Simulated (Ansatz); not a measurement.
Consider CH3FOS2W (SMILES C[O][W]([F])(=[S])=[S]).

Input

```
crystal:
  periodic: [false, false, false]
  atoms:
    - {symbol: C, position_ang: [0.926218, -1.327063, -0.040984]}
    - {symbol: F, position_ang: [-2.822104, 1.114771, -0.341977]}
    - {symbol: O, position_ang: [-0.232315, -0.545509, -0.125364]}
    - {symbol: S, position_ang: [0.025472, 2.384928, -1.380694]}
    - {symbol: S, position_ang: [-0.590022, 1.860549, 1.951703]}
    - {symbol: W, position_ang: [-0.990091, 1.120535, -0.002964]}
    - {symbol: H, position_ang: [1.355641, -1.253595, 0.971123]}
    - {symbol: H, position_ang: [1.667099, -0.981312, -0.779844]}
    - {symbol: H, position_ang: [0.660102, -2.373304, -0.250999]}
basis:
  gaussian: {orbitals: def2-SVPD}
hamiltonian: {xc: pbe0}
output: {forces: true, orbitals: {seedname: orbitals}}
```

Command:

```sh
ansatz run input.yaml --threads 2 --pin off --max-ram 5220MiB --events-out events.jsonl --progress --plain --runs-dir runs
```

Geometry: PBE0-D4/def2-SVP; core potentials replace the inner electrons of W.

The calculation used Ansatz, isolated molecule in a Gaussian basis; Kohn-Sham density functional theory, functional PBE0.

Predict the electron density and electron localisation function between the atoms.

Answer. C–O (1.40 Å): ρ is about 2 e/Å³ halfway, with its minimum of 1.6 e/Å³ about 0.5 Å from C; the ELF peaks at about 0.90 between the atoms, as expected for a polar covalent bond.
W–O (1.83 Å): the density is about 1.2 e/Å³ at the midpoint; the ELF peaks at about 0.80 in the valence shell of O, 0.6 Å from its nucleus, and drops to about 0.25 between the two atoms.
W–F (1.86 Å): ρ is about 1.1 e/Å³ halfway; the ELF peaks at about 0.85 in the valence shell of F, 0.5 Å from its nucleus, and drops to about 0.20 between the two atoms.
C–H (1.10 Å): ρ at the midpoint is about 2 e/Å³; the ELF climbs to about 1 towards the hydrogen, as it does in any bond to H (a covalent bond by its length).

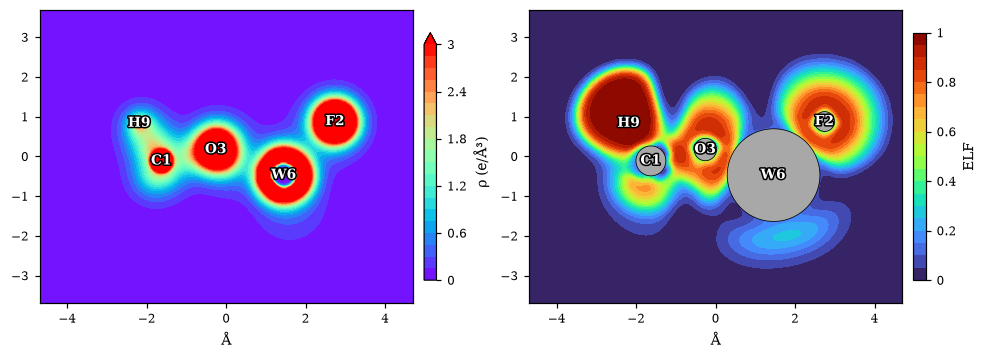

Computed electron density and electron localisation function on the plane of atoms C1, O3 and W6, in this order. Grey discs cover the atomic cores in the ELF map. 
